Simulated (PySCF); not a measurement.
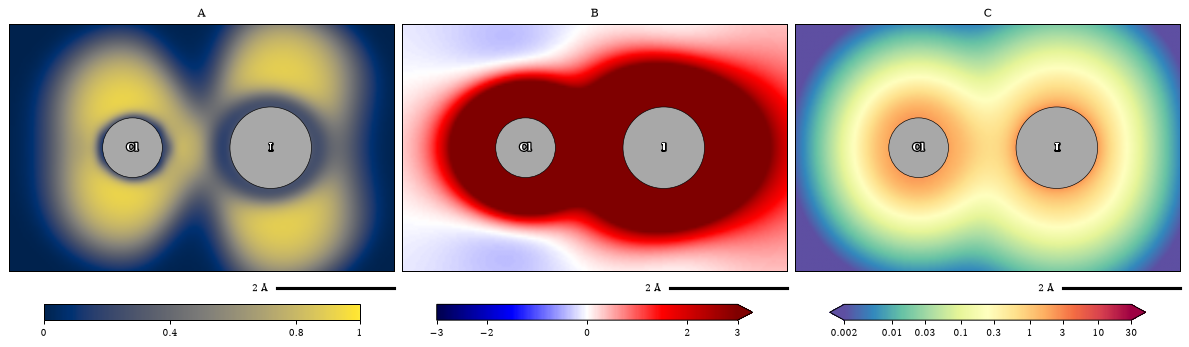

ICl (SMILES ClI): 3 fields on a plane that holds the molecular axis, with unlabelled colour scales. Grey discs cover the atomic cores.

Geometry: PBE0-D3(BJ)/def2-SVP; core potentials replace the inner electrons of I.

Level of theory: DFT single point, gas phase, functional wB97X in PySCF.

Input

```
{"job": {"kind": "sp", "xc": "wB97X", "basis": "def2-TZVP", "d3": "d3bj", "grid": 2}, "charge": 0, "multiplicity": 1}
Cl     1.181002    -0.006156    -0.005283
I     -1.175452     0.008649    -0.023035
```

Run with:

```sh
OMP_NUM_THREADS=1 python redox_run.py task.json out
```

**Match the panels to the quantities (electron density, electron localisation function and electrostatic potential).**

Panel A: electron localisation function. Panel B: electrostatic potential (strongly positive close to the atoms and fading to about zero outside). Panel C: electron density. From the grid: I–Cl (2.36 Å): the density is about 0.68 e/Å³ at the midpoint; the ELF peaks at about 0.80 between the atoms (localised, covalent bonding).
